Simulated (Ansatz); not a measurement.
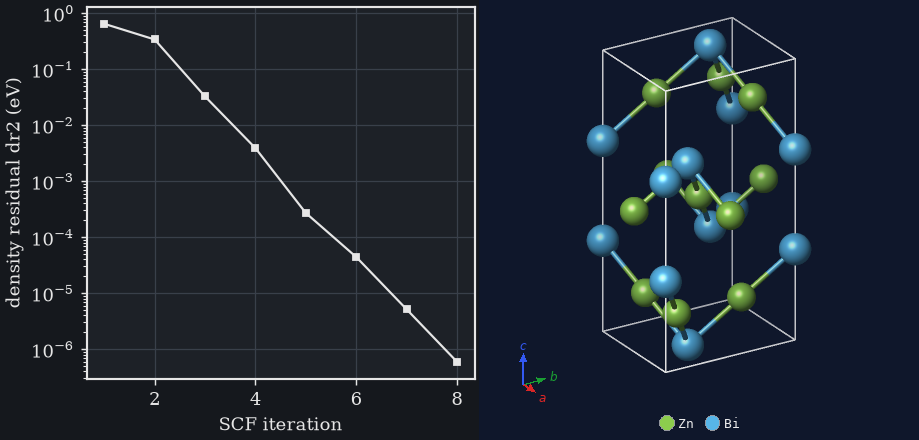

Beside the plot: the structure in its conventional cell.

The plot shows the SCF iterations of a calculation: density residual dr2.

Zn3Bi2 (5 atoms in the cell), run with Ansatz.

```
crystal:
  lattice:
    - [3.6375008227, 2.1001120792, 3.5686959653]
    - [-3.6375008227, 2.1001120792, 3.5686959653]
    - [0.0, -4.2002241584, 3.5686959652]
  atoms:
    - { symbol: Zn, position: [0.0, 0.5, 0.0] }
    - { symbol: Zn, position: [0.0, 0.0, 0.5] }
    - { symbol: Zn, position: [0.5, 0.0, 0.0] }
    - { symbol: Bi, position: [0.6773510814, 0.6773510814, 0.6773510814] }
    - { symbol: Bi, position: [0.3226489186, 0.3226489186, 0.3226489186] }
basis:
  ecutwfc: 420
  ecutrho_ratio: 9
kpoints:
  mp_grid: { grid: [6, 6, 6] }
hamiltonian:
  xc: pbe
  pseudopotentials: { kind: paw_fr }
scf:
  occupations: { method: gaussian, width: 0.02 }
output:
  forces: true
  eigenvalues: true
  stress: true
magnetization:
  noncollinear: true
  spin_orbit: true
```

Launched with:
```bash
ansatz run input.yaml --threads 1 --pin off --max-ram 2560MiB --backend cpu --events-out ev --progress --plain --runs-dir out
```

Q: Did the calculation converge?

A: It was still iterating, at step 8, when the time limit ended it. The residual is still falling at the last step (down to 6 × 10⁻⁷). From the first spectrum the program read the system as an insulator and chose the Resta preconditioner.
